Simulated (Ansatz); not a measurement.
# MnNiGe: Ge → Pb

Consider MnNiGe (space group P6_3/mmc, No. 194; a = 4.0093 Å, c = 5.1622 Å; ferromagnetic; a cell from a computed database, its experimental status unchecked).

Now apply this change: full substitution Ge → Pb, then cell and atoms are relaxed.

Level of theory: Ansatz (a quantum-chemistry and plane-wave program), PBEsol, PAW, cutoff 420 eV, spin-orbit coupling left out. k-mesh 12×12×9 (Γ-centred); smearing 0.05 eV (Fermi–Dirac), for the changed cell.

```
quantity                                base        changed         shift
-----------------------------  -------------  -------------  ------------
density                           8.61 g/cm³    11.41 g/cm³   +2.80 g/cm³
lattice parameter a               7.576 bohr     8.374 bohr  +0.7972 bohr
c/a ratio                              1.288          1.239       -0.0484
shortest interatomic distance     4.374 bohr     4.835 bohr  +0.4603 bohr
band gap                                zero           zero             –
magnetic state                 ferromagnetic  ferromagnetic             –
largest site moment                  2.55 μB        3.42 μB      +0.87 μB
```

Final structure:

```
CELL_PARAMETERS angstrom
      4.43114     0.00000     0.00000
     -2.21557     3.83748     0.00000
      0.00000     0.00000     5.49085
ATOMIC_POSITIONS crystal
  Mn 0.00000 0.00000 0.50000
  Mn 0.00000 0.00000 0.00000
  Ni 0.33333 0.66667 0.75000
  Ni 0.66667 0.33333 0.25000
  Pb 0.66667 0.33333 0.75000
  Pb 0.33333 0.66667 0.25000
```

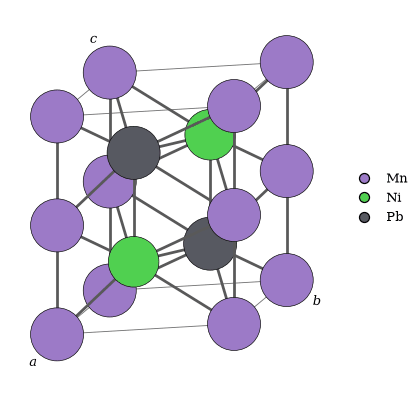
Figure: The relaxed conventional cell after the change

Other magnetic orders, which the real material may have, were not ruled out. Whether these cells are dynamically stable was not tested. As relaxed here, MnNiPb is a hypothetical phase, not in the database extracts checked.
